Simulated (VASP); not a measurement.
Band structure of CsSnI3 (space group Pm-3m). Method: PBE GGA, VASP's PBE PAW potentials (set 64) (plane waves; VASP).

Unless said otherwise, spin-orbit coupling is left out, though it shifts the bands of the heavy elements here.

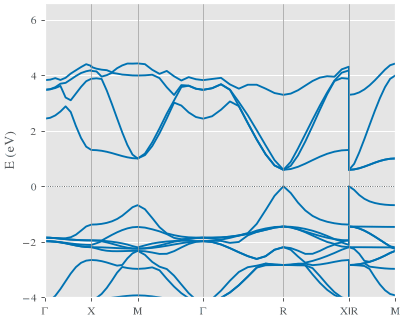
Fig. 1. Bands along high-symmetry lines, zero at the valence-band maximum or, without a gap, the Fermi level

Problem. Read the plot: is there a gap, and where are the band edges?

Solution. The gap is direct, 0.59 eV, from the valence maximum at R to the conduction minimum at R.

The structure is a typed CsSnI3 crystal (Pm-3m). The cell was not relaxed at this level.
